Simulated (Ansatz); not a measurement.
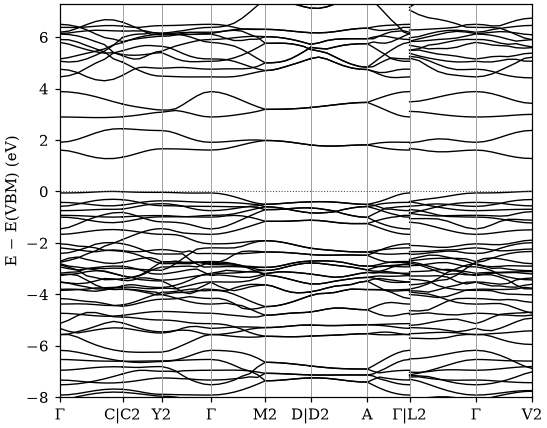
*Band structure from plane-wave PAW r²SCAN+D4 (Ansatz code)*

Question: Read off the gap and where the band edges lie.

Answer: About 1.3 eV (1.27 eV by a search for the band edges); maximum at V2, minimum on the Γ–C line, 78 % of the way from Γ.

The material is PdSe2O5 in space group C2/c (No. 15; Pearson symbol mS32).

The first step of the workflow began from a Materials Project structure, measured or hypothetical; the Crystallography Open Database files this formula in space group No. 15, but the cells were not matched. Whether it is the stable phase at ambient conditions was not checked. Symmetry was held in the r²SCAN+D4 relaxation; whether a distortion lowers the energy is not shown. The run is not spin-polarised. Scalar-relativistic: spin–orbit coupling is off unless named, which matters more the heavier the elements.

Potentials: the later of the program's two PAW sets.
